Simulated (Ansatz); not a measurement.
Geometry optimisation.

Program: Ansatz.

```
crystal:
  lattice:
    - [0.0, 3.935668, 3.935668]
    - [3.935668, 0.0, 3.935668]
    - [3.935668, 3.935668, 0.0]
  atoms:
    - { symbol: As, position: [0.25, 0.25, 0.25] }
    - { symbol: As, position: [0.625, 0.625, 0.625] }
    - { symbol: As, position: [0.125, 0.625, 0.625] }
    - { symbol: As, position: [0.625, 0.625, 0.125] }
    - { symbol: As, position: [0.625, 0.125, 0.625] }
    - { symbol: Zr, position: [0.0, 0.0, 0.0] }
  symmetry: { tolerance: 0.0003 }
kpoints:
  mp_grid: { grid: [8, 8, 8], shift: [0, 0, 0] }
magnetization:
  spin_polarized: false
scf:
  occupations: { method: fermi_dirac }
  lower_state_search: "off"
hamiltonian:
  pseudopotentials: { kind: paw }
  xc: lda
basis:
  ecutwfc: 420
  fft_grid_basis: typed
relax:
  max_steps: 60
  cell: { p_target: 0.0 }
output:
  forces: true
  stress: true
  eigenvalues: true
  bader: true
  populations: true
  elf: true
  write_potential: true
  volumetric_format: npy
  dos:
    e_range: [-12, 8]
    de: 0.05
    projected: { site_lists: { As: [As], Zr: [Zr] } }
  write_density: true
checkpoint:
  read: saved_state
```

Launched with:
```bash
ansatz run input.yaml --threads 2 --pin off --max-ram 2560MiB --backend cpu --events-out ev --progress --plain --runs-dir out
```

Q: How does the optimisation go?

A: The optimisation met its thresholds at geometry 5, counting the start as the first. The energy fell by about 51 meV/atom from the first step to the last. The largest force component goes from about 0.025 eV/Å at the start to 6 × 10⁻⁶ eV/Å at the end. The volume shrinks from 20.3 to 18.5 Å³ per atom (−9 %), overshooting to 17.5 at step 2.

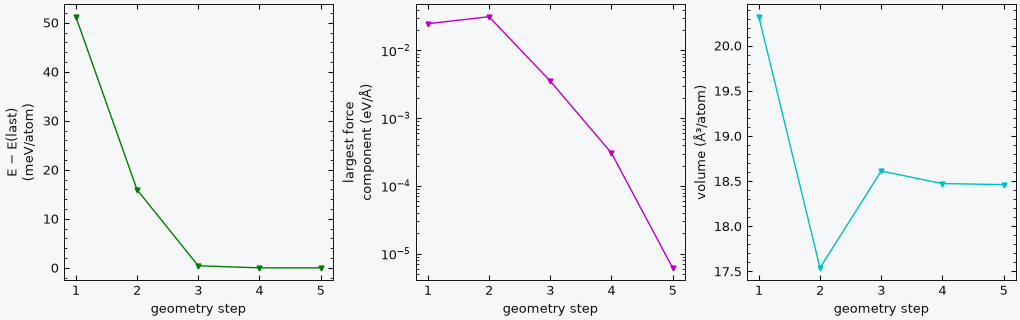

History of the run, step by step. Atoms and cell relax. A closing SCF on a freshly chosen basis isn't drawn.
